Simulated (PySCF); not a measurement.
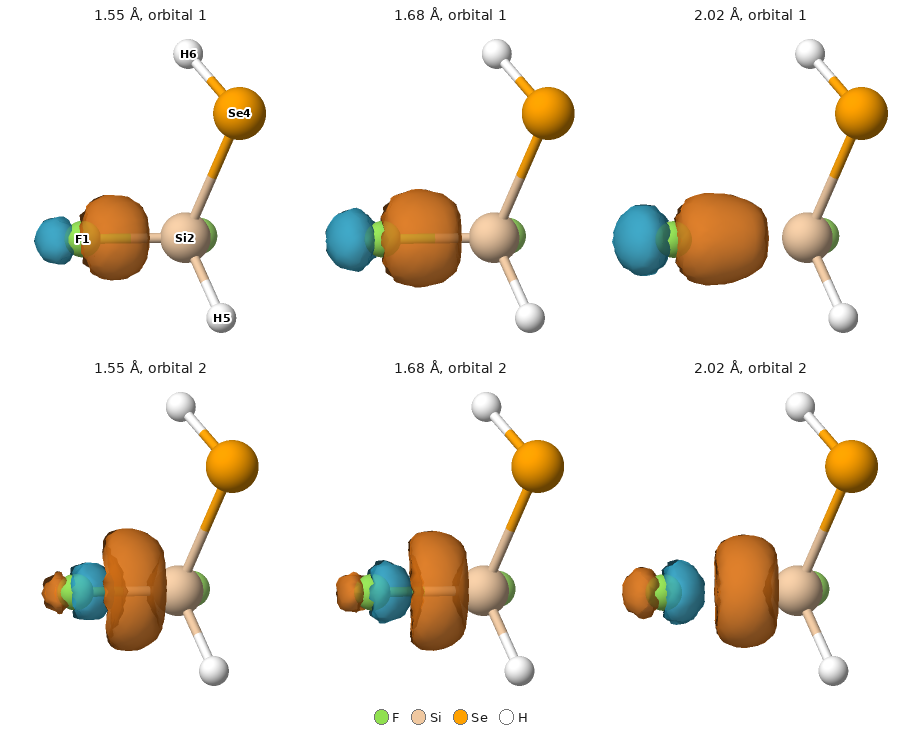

*F₂H₂SeSi, SMILES `F[SiH](F)[SeH]`. Rigid stretch of the F1–Si2 bond. The two CASSCF(2,2) natural orbitals nearest half filling (orbital 1 the more occupied).*

Level of theory: cc-pVDZ basis (PySCF), at a geometry from GFN2-xTB. No frequency check shows the geometry to be a minimum. GFN2-xTB bond lengths at metals and heavier atoms can be off by up to 0.1 Å and shapes distorted, which carries into these values.

Question: How do the occupations change along the stretch?

Answer: 1.55 Å: 1.99 and 0.01; 1.68 Å: 1.98 and 0.02; 2.02 Å: 1.96 and 0.04. At the longest distance computed (4.70 Å) they are 1.01 and 0.99, and the effective number of unpaired electrons is 2.0.

Question: Where does the UHF solution part from RHF?

Answer: Between 2.27 Å (⟨S²⟩ = 0, the two coincide) and 2.60 Å (⟨S²⟩ = 0.66); at 4.70 Å ⟨S²⟩ is 1.01 and UHF lies 4.7 eV below RHF.

Question: How much energy does the stretch cost?

Answer: By CASSCF, 5.3 eV from the lowest point of the scan (1.68 Å) to 4.70 Å; RHF gives 9.4 eV from its own lowest point. The fragments aren't relaxed and dynamic correlation is missing, so this isn't a bond dissociation energy.
